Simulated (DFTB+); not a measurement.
**CH4FInO: geometry relaxation**

System: CH4FInO.
Method: GFN2-xTB, R-SCC, dispersion built in (DFTB+ 25.1).

The geometry comes from this level: GFN2-xTB.

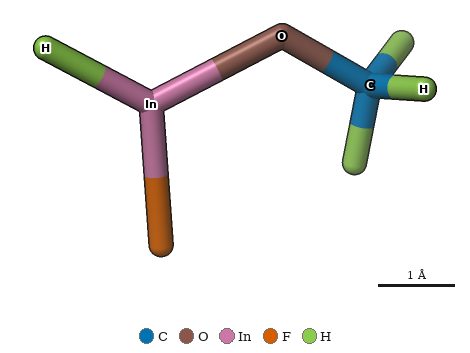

Figure 1. The input geometry (stick view, seen at a tilt). Sticks mark near contacts.

Input file (dftb_in.hsd):
```
Geometry {
  TypeNames {
    "C" "O" "In" "F" "H"
  }
  TypesAndCoordinates [Angstrom] {
    1 0.177590 1.297610 -0.080050
    2 0.083200 0.257850 0.865090
    3 -0.199030 -1.625240 0.350290
    4 -0.394760 -1.784870 -1.601200
    5 -0.042770 0.965760 -1.105680
    5 -0.539820 2.078950 0.189890
    5 1.189870 1.715200 -0.061900
    5 -0.274290 -2.905260 1.443560
  }
}

Driver = GeometryOptimisation {
  Optimiser = Rational {}
  MaxSteps = 100
  Convergence {
    GradElem = 0.001
  }
  AppendGeometries = Yes
}

Hamiltonian = xTB {
  Method = "GFN2-xTB"
}

Analysis {
  PrintForces = Yes
}

Options {
  WriteResultsTag = Yes
}

InputVersion = 25.1
```

Hardware: 1 thread of Intel Xeon (Granite Rapids), 32 GiB of memory available, shared host.

Command:
```bash
dftb+ > run.log
```

Output:
```
|  DFTB+ development version (commit: a23bfb2)

Reading input file 'dftb_in.hsd'
Parser version: 14

--------------------------------------------------------------------------------

Processed input in HSD format written to 'dftb_pin.hsd'

Starting initialization...
--------------------------------------------------------------------------------
OpenMP threads:              1
Chosen random seed:          290515961
Current stacksize:           unlimited
Mode:                        Geometry optimisation relaxation
Self consistent charges:     Yes
SCC-tolerance:                 0.100000E-04
Max. scc iterations:                    100
Shell resolved Hubbard:      Yes
Spin polarisation:           No
Nr. of up electrons:            12.000000
Nr. of down electrons:          12.000000
Periodic boundaries:         No
Electronic solver:           Relatively robust
Mixer:                       Broyden mixer
Mixing parameter:                  0.200000
Nr. of chrg. vec. in memory:            100
Max. SCC-cycles:                        100
Max. nr. of geometry steps:             100
tblite library version:      0.3.0
-> parametrization:          GFN2-xTB
-> repulsion:                Yes
-> dispersion:               Yes
-> halogen bonding:          No
-> electrostatics:           Yes
   -> isotropic:             Yes
   -> anisotropic:           Yes
   -> third-order:           Yes
Electronic temperature:              0.950045E-03 H      0.258520E-01 eV
Initial charges:             Set automatically (system chrg:   0.000E+00)
Included shells:             C:  s, p
                             O:  s, p
                            In:  s, p, d
                             F:  s, p
                             H:  s
Extra options:
                             Mulliken analysis
                             Force calculation
Force type                   original

--------------------------------------------------------------------------------

***  Geometry step: 0

 iSCC Total electronic   Diff electronic      SCC error
    1   -0.14050329E+02    0.00000000E+00    0.27828319E+01
    2   -0.14195839E+02   -0.14050329E+02    0.26214448E+01
    3   -0.14222066E+02   -0.14551069E+00    0.11591993E+01
    4   -0.14245145E+02   -0.26226420E-01    0.12094882E+01
    5   -0.14267536E+02   -0.23079321E-01    0.75508967E+00
    6   -0.14273762E+02   -0.22390382E-01    0.13128728E+00
    7   -0.14275346E+02   -0.62264683E-02    0.11631253E+00
    8   -0.14275680E+02   -0.15838346E-02    0.46204270E-01
    9   -0.14275738E+02   -0.33384949E-03    0.17273086E-01
   10   -0.14275811E+02   -0.58461336E-04    0.43852986E-02
   11   -0.14275810E+02   -0.72883862E-04    0.12529759E-02
   12   -0.14275810E+02    0.14592335E-05    0.64247735E-03
   13   -0.14275807E+02   -0.14269157E-06    0.21486132E-03
   14   -0.14275807E+02    0.24125069E-05    0.93214979E-04
   15   -0.14275807E+02    0.55146167E-07    0.14651219E-04
   16   -0.14275807E+02    0.19076453E-06    0.32420687E-05

Total Energy:                      -14.2155091459 H         -386.8237 eV
Extrapolated to 0K:                -14.2155091459 H         -386.8237 eV
Total Mermin free energy:          -14.2155091459 H         -386.8237 eV
Force related energy:              -14.2155091459 H         -386.8237 eV

total energy  -1.4215509E+01 H       energy change -1.4215509E+01 H
gradient norm  6.6460571E-04 H/a0    max. gradient  3.5426080E-04 H/a0
step length    0.0000000E+00 a0      max. step      0.0000000E+00 a0

Geometry converged

--------------------------------------------------------------------------------
--------------------------------------------------------------------------------
--------------------------------------------------------------------------------
Missing                                +       0.01 (100.0%)       0.01 (100.0%)
Total                                  =       0.01 (100.0%)       0.01 (100.0%)
--------------------------------------------------------------------------------
```

File detailed.out:
```
Fermi distribution function

Geometry optimization step: 0

********************************************************************************
 iSCC Total electronic   Diff electronic      SCC error
   16   -0.14275807E+02    0.19076453E-06    0.32420687E-05
********************************************************************************

 Total charge:    -0.00000000

 Atomic gross charges (e)
 Atom           Charge
    1       0.04504658
    2      -0.36645755
    3       0.38127631
    4      -0.32718959
    5       0.07984573
    6       0.05632838
    7       0.05321354
    8       0.07793659

Nr. of electrons (up):     24.00000000
Atom populations (up)
 Atom       Population
    1       3.95495342
    2       6.36645755
    3       2.61872369
    4       7.32718959
    5       0.92015427
    6       0.94367162
    7       0.94678646
    8       0.92206341

l-shell populations (up)
 Atom Sh.   l       Population
    1   1   0       1.01600834
    1   2   1       2.93894507
    2   1   0       1.67967027
    2   2   1       4.68678728
    3   1   0       1.47592862
    3   2   1       0.67972742
    3   3   2       0.46306765
    4   1   0       1.77826955
    4   2   1       5.54892003
    5   1   0       0.92015427
    6   1   0       0.94367162
    7   1   0       0.94678646
    8   1   0       0.92206341

Orbital populations (up)
 Atom Sh.   l   m       Population  Label
    1   1   0   0       1.01600834  s
    1   2   1  -1       0.92044461  p_y
    1   2   1   0       0.96413787  p_z
    1   2   1   1       1.05436259  p_x
    2   1   0   0       1.67967027  s
    2   2   1  -1       1.30842405  p_y
    2   2   1   0       1.53621257  p_z
    2   2   1   1       1.84215065  p_x
    3   1   0   0       1.47592862  s
    3   2   1  -1       0.30283069  p_y
    3   2   1   0       0.26191143  p_z
    3   2   1   1       0.11498530  p_x
    3   3   2  -2       0.13292541  d_xy
    3   3   2  -1       0.06344593  d_yz
    3   3   2   0       0.13524813  d_z2
    3   3   2   1       0.07696879  d_xz
    3   3   2   2       0.05447938  d_x2-y2
    4   1   0   0       1.77826955  s
    4   2   1  -1       1.92452998  p_y
    4   2   1   0       1.71696612  p_z
    4   2   1   1       1.90742393  p_x
    5   1   0   0       0.92015427  s
    6   1   0   0       0.94367162  s
    7   1   0   0       0.94678646  s
    8   1   0   0       0.92206341  s

Fermi level:                        -0.3678270676 H          -10.0091 eV
Band energy:                       -12.9391267725 H         -352.0916 eV
TS:                                  0.0000000000 H            0.0000 eV
Band free energy (E-TS):           -12.9391267725 H         -352.0916 eV
Extrapolated E(0K):                -12.9391267725 H         -352.0916 eV
Input / Output electrons (q):     24.0000000000     24.0000000000

Energy H0:                         -14.3382236331 H         -390.1629 eV
Energy SCC:                          0.0624163752 H            1.6984 eV
Total Electronic energy:           -14.2758072578 H         -388.4645 eV
Repulsive energy:                    0.0635076051 H            1.7281 eV
Total energy:                      -14.2155091459 H         -386.8237 eV
Extrapolated to 0:                 -14.2155091459 H         -386.8237 eV
Total Mermin free energy:          -14.2155091459 H         -386.8237 eV
Force related energy:              -14.2155091459 H         -386.8237 eV

Non-constrained calculation

SCC converged

Full geometry written in geo_end.{xyz|gen}

Total Forces
    1      0.000051418183      0.000354260797      0.000061532469
    2      0.000127245261      0.000148312466      0.000198890913
    3     -0.000030939052     -0.000204693188      0.000044473069
    4     -0.000018986272      0.000020980641     -0.000105318950
    5     -0.000075042696     -0.000165588332     -0.000309402333
    6      0.000028854707     -0.000057412374     -0.000001500342
    7     -0.000091731694     -0.000126266420      0.000129222630
    8      0.000009181562      0.000030406409     -0.000017897457

Maximal derivative component:        0.354261E-03 au

Dipole moment:    0.06558261   -0.16032740    0.76083329 au
Dipole moment:    0.16669439   -0.40751163    1.93384548 Debye

Geometry converged
```

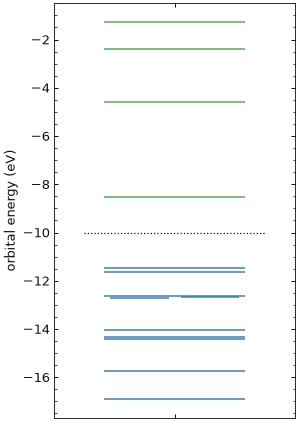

Figure 2. Orbital energies near the frontier; the dotted line parts filled from empty levels, and levels within 0.02 eV of each other stand side by side. Highest filled −11.48 eV, lowest empty −8.54 eV, 2.94 eV apart.

Summary:

- outcome: converged
- Mermin free energy: −14.215509 hartree
- basis functions: 25
- largest force: 0.019 eV/Å
- HOMO: −11.48 eV
- LUMO: −8.54 eV
- dipole moment: 1.98 D
- peak memory: 0.072 GiB

Notes:

Settings chosen away from the usual ones: optimiser.
